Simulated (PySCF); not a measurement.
C5H13Si (SMILES CCC[Si](C)C) (doublet)

```xyz
19

C     2.9721   -0.1710    0.0505
C     1.5679   -0.3971   -0.4989
C     0.5467    0.5301    0.1519
Si   -1.2276    0.3109   -0.5309
C    -2.4122    1.5294    0.3366
C    -1.8360   -1.4819   -0.2872
H     3.0003   -0.3699    1.1204
H     3.6886   -0.8270   -0.4393
H     3.2822    0.8593   -0.1140
H     1.2791   -1.4362   -0.3277
H     1.5713   -0.2310   -1.5785
H     0.8710    1.5634    0.0155
H     0.5432    0.3483    1.2315
H    -2.0698    2.5550    0.2418
H    -2.4880    1.3035    1.3992
H    -3.4118    1.4749   -0.0825
H    -2.8654   -1.5967   -0.6131
H    -1.2329   -2.1901   -0.8468
H    -1.7884   -1.7646    0.7639
```

Geometry: GFN2-xTB.

All numbers below come from PySCF, UKS B3LYP, pcH-1 on C H Si, non-relativistic, mean-field spin-orbit, GIAO.

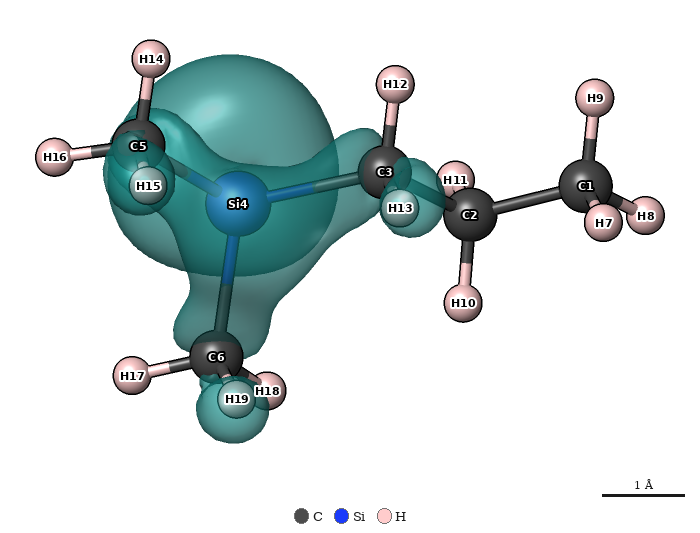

Figure 1. Isosurface of the spin density (α minus β) at +0.015 e/Å³ (teal), seen at a tilt.

Where is the unpaired spin?

Answer. The unpaired spin (1 electron) lies mostly on Si4 (about 0.7), in electrons by Hirshfeld's partition.

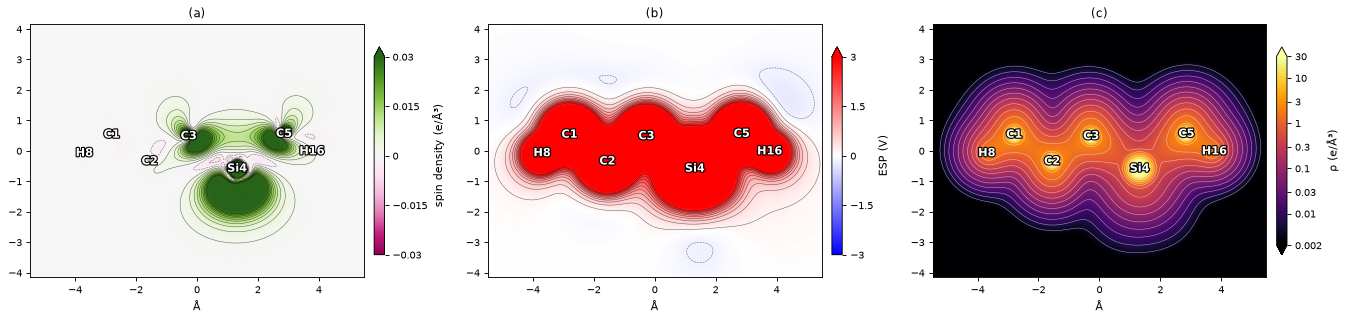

Figure 2. (a) spin density (α minus β); (b) molecular electrostatic potential; (c) total electron density on the plane of atoms C2, C3 and Si4.

What do the fields say about this system?

Answer.
- The section cuts through C, Si and H sites.
- C–C (1.52 Å): the density is about 1.6 e/Å³ at the midpoint.
- C–Si (1.91 Å): ρ at the midpoint is about 0.9 e/Å³.
- C–H (1.09 Å): the density is about 2 e/Å³ at the midpoint.
- The potential has no marked negative region in this plane.

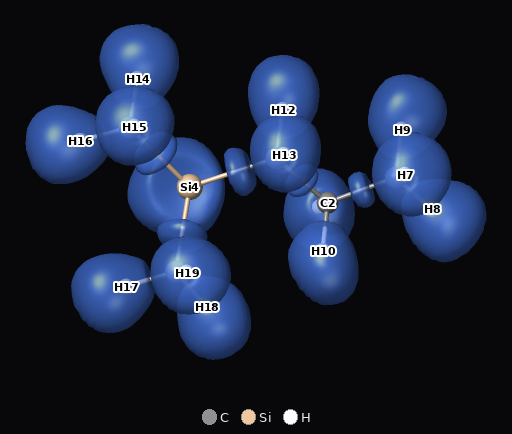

Figure 3. Isosurface of the electron localisation function at 0.85 (blue), seen at a tilt. Only the valence region is drawn (cores and ρ < 0.01 e/Å³ removed).

What do the ELF domains correspond to?

Answer. The surface consists of two regions between bonded C–C atoms (shared pairs), three regions between bonded C–Si atoms (shared pairs), 13 regions around hydrogen nuclei and one lobe on Si, pointing away from the bonds (non-bonding electrons). Along the contacts the grid gives the following. C–C (1.52 Å): the ELF peaks at about 0.95 between the atoms, as expected for a shared electron pair. C–Si (1.91 Å): the ELF peaks at about 0.95 between the atoms, as expected for a shared electron pair.
